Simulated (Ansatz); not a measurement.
F4W···H2

```xyz
7

W    -0.7416    0.0000   -0.7416
H     1.9752   -0.0403    2.5003
H     2.5003    0.0403    1.9752
F    -0.4855    1.8024   -0.4911
F    -2.2686    0.0039    0.2810
F    -0.4911   -1.8024   -0.4855
F     0.2810   -0.0039   -2.2686
```

Core potentials replace the inner electrons of W.

Computed with RHF/def2-SVP (Ansatz).

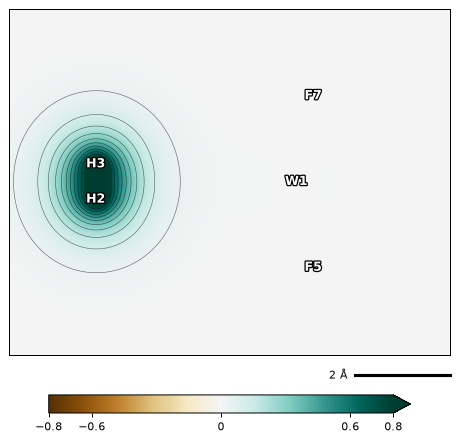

Figure 1. The HOMO−1 on the plane of atoms F5, W1 and F7 (values in Å⁻³ᐟ²; the overall sign is arbitrary).

Question: Where does this orbital lie, and at what energy?

Answer: It lies mainly on H2 (about 50 %) and H3 (about 50 %). Its energy is −16.37 eV.

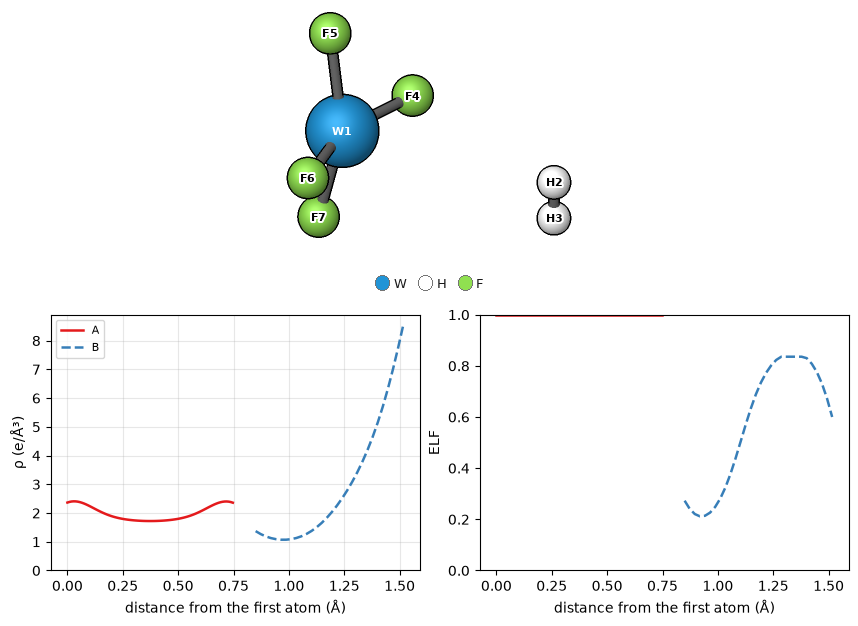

Figure 2. Electron density and ELF along straight lines between neighbouring atoms. The curves leave out the atomic cores. The structure is drawn too.

Question: Which curve belongs to which contact (H–H and W–F)? The first atom named is at distance zero.

Answer: Curve A: H–H (0.75 Å): ρ is about 1.7 e/Å³ halfway; the ELF peaks at about 1 between the atoms. Curve B: W–F (1.84 Å): ρ is about 1.1 e/Å³ halfway; the ELF peaks at about 0.85 in the valence shell of F, 0.6 Å from its nucleus, and drops to about 0.20 between the two atoms.
